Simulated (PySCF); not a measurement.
```xyz
18

Si    2.6537    0.7645    0.2207
O     1.4281    0.1208    1.0644
C     0.1035   -0.0268    0.7324
C    -0.7198    1.1595    0.3921
C    -1.6294    0.8661   -0.5278
C    -1.5388   -0.5592   -0.9970
C    -0.4252   -1.1414   -0.1493
C    -0.6618   -1.1733    1.3358
H     2.4779    2.2064    0.0277
H     2.7840    0.1440   -1.1007
H     3.7449    0.4351    1.1233
H    -0.5540    2.1112    0.8635
H    -2.3735    1.5381   -0.9190
H    -2.4849   -1.0846   -0.8455
H    -1.3034   -0.6039   -2.0632
H     0.2351   -1.8766   -0.5827
H    -1.6571   -0.9878    1.7113
H    -0.0881   -1.8858    1.9080
```

Geometry: GFN2-xTB.

Theory: PBE0/pcSseg-1, SCF density, gas phase, non-relativistic (PySCF 2.14.0).

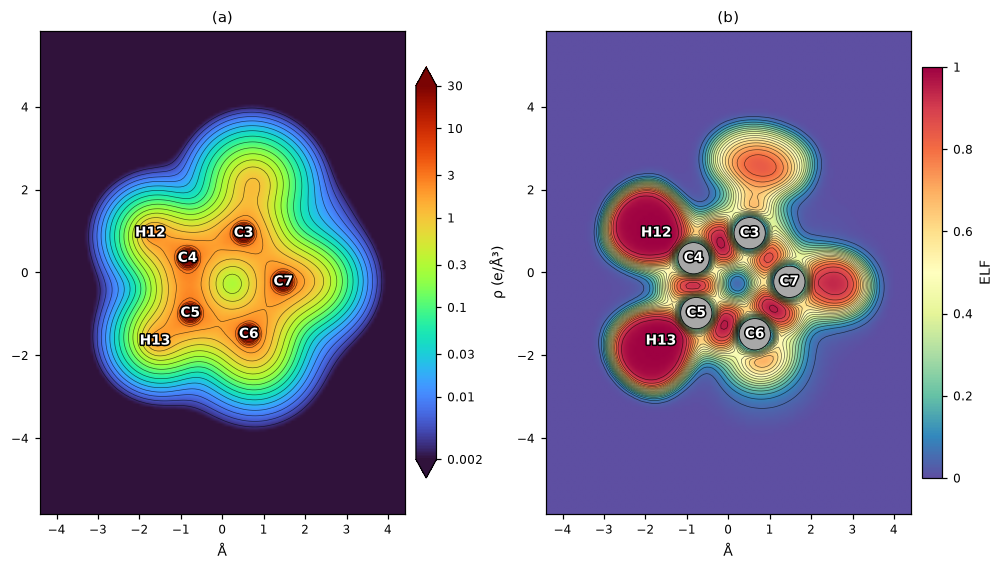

C6H10OSi. (a) total electron density; (b) ELF on the plane of atoms C3, C7 and C6. Grey discs cover the atomic cores in the ELF map.

Interpret the plot.

- The plane passes through C and H nuclei.
- C–C (1.33 Å): ρ is about 2.3 e/Å³ halfway; the ELF peaks at about 0.90 between the atoms (a short, multiple covalent bond).
- C–H (1.07 Å): the density is about 2 e/Å³ at the midpoint; the ELF climbs to about 1 towards the hydrogen, as it does in any bond to H (a covalent bond by its length).
- C–C (1.48 Å): ρ is about 1.8 e/Å³ halfway; the ELF peaks at about 0.95 between the atoms; a shared electron pair.
- The ELF also peaks beside O2, away from the bonds: lone-pair regions.
